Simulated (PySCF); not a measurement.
**F$_{5}$Sb, SMILES `F[Sb](F)(F)(F)F`: what the electrons do**

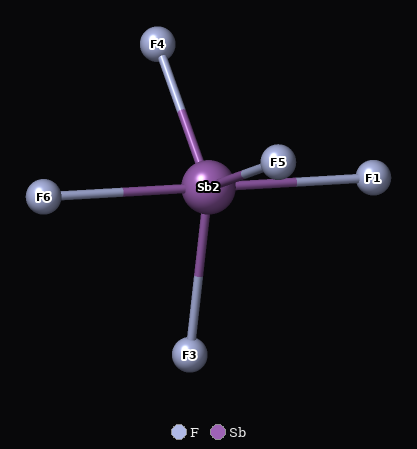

The molecule, with its atoms numbered as below. No frequency check shows the geometry to be a minimum.

Cartesian coordinates (Å):

```
F1       1.8936   -0.0027   -0.0005
Sb2     -0.0000   -0.0009   -0.0006
F3      -0.0025   -1.8415   -0.4885
F4       0.0027    1.3502   -1.3436
F5      -0.0002    0.4976    1.8378
F6      -1.8936    0.0016   -0.0020
```

### 1. Bonding charge

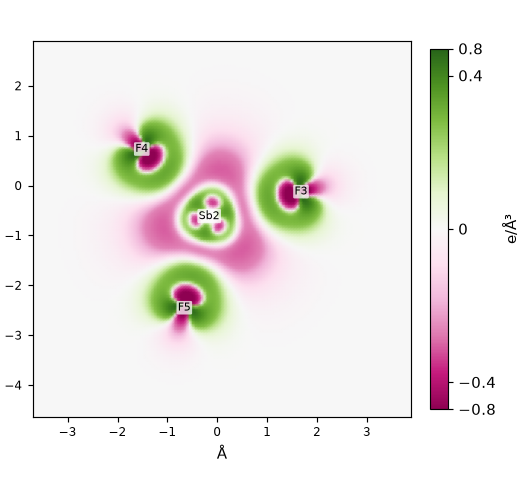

Deformation density (molecule less spherical, spin-averaged free atoms) in the plane of Sb2, F3, F4 and F5; colour scale in e/Å³, logarithmic beyond ±0.1; green: gain, pink: loss.

Computed with PySCF, PBE0/def2-TZVP, geometry: GFN2-xTB. Core potentials replace the inner electrons of Sb; spin–orbit coupling isn't included.

Q: How much density has each bond in this plane gained at its critical point, relative to the free atoms?

A: Sb2–F3: +0.04 e/Å³ at the bond critical point (bond length 1.90 Å, Mayer order 0.9); up to 0.6 Å beside the axis the gain reaches +0.18 e/Å³. Sb2–F5 and Sb2–F4: +0.04 e/Å³ at the bond critical point (bond length 1.91 Å, Mayer order 0.9); up to 0.6 Å beside the axis the gain reaches +0.18 e/Å³. In all, 1.6 electrons gather in the regions of gain relative to the promolecule. A small or negative value marks a very polar bond, one between electron-rich atoms, whose free-atom densities already overlap strongly, a long bond to a heavier atom, or a closed-shell contact such as a hydrogen bond.

### 2. Bond critical points

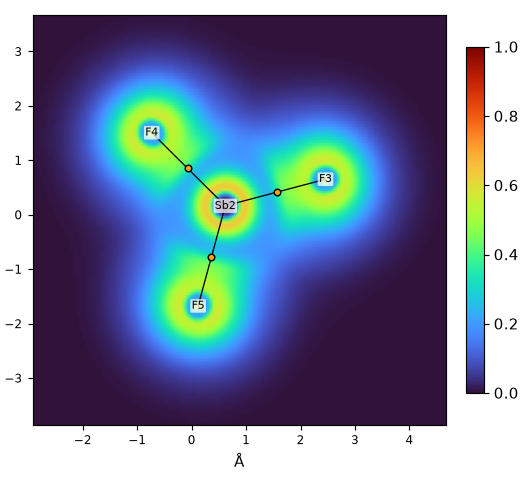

Localised orbital locator (LOL) in the plane of Sb2, F3, F4 and F5, with bond paths and bond critical points (dots).

Q: What values does LOL take at the bond critical points in this plane?

A: Sb2–F5 and Sb2–F4: about 0.35; Sb2–F3: about 0.35. Values above 0.5 mark slow, localised electrons, as in shared pairs; low values at a critical point mark a polar or closed-shell contact whose critical point lies between the shells.

### 3. Electrostatic potential

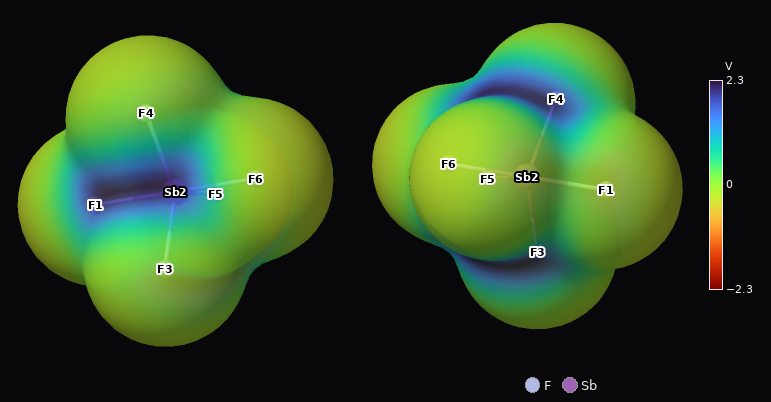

Electrostatic potential on the surface of electron density 0.001 a.u. (back view left, front view right).

Q: Where are the extremes of the potential on the surface?

A: Highest: 2.29 V, near F5 (2.06 Å), F3 (2.07 Å) and Sb2 (2.13 Å). Lowest: −0.36 V, 1.6 Å from F1, and at like points elsewhere. Further minima include −0.25 V, 1.6 Å from F5, and at like points elsewhere. The surface is sampled at points, so like sites can differ by a few per cent and only the strongest of them is named.

Q: What volume does the surface enclose, and what is the dipole moment?

A: About 99 Å³; the dipole moment is 0.0 D.

### 4. In an electric field

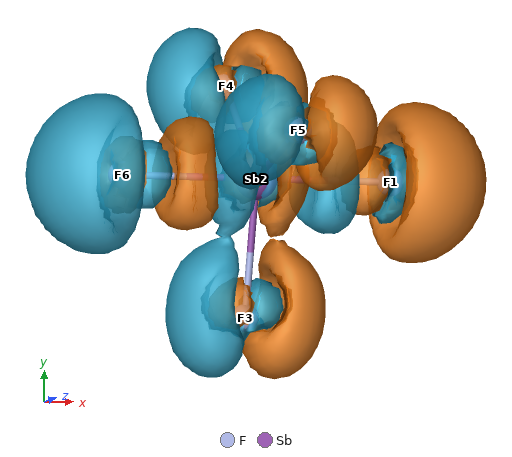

Change of the electron density in a uniform field of 0.21 V/Å, surfaces at ±0.001 e/Å³ (light blue: gain, orange: loss).

Computed with PySCF, PBE0/def2-TZVP, geometry: GFN2-xTB. Core potentials replace the inner electrons of Sb; spin–orbit coupling isn't included. A basis without diffuse functions makes polarisabilities too small.

Q: Along which Cartesian direction does the field point?

A: Along +x: electrons gather on the −x side, against the field.

Q: How large is the response?

A: The induced dipole is 0.38 D (along the field); α along this axis, from the fields in both directions, is 37 bohr³ (5.5 Å³).

Q: Which atoms gain and lose the most charge?

A: Electrons gather most on F6 (Hirshfeld charge changes by −0.012 e) and leave F1 most (+0.012 e); 0.036 electrons are displaced in all.

The PySCF runs shown took 43 s and 2 min on 1 thread of Arm Neoverse N1 (shared host).
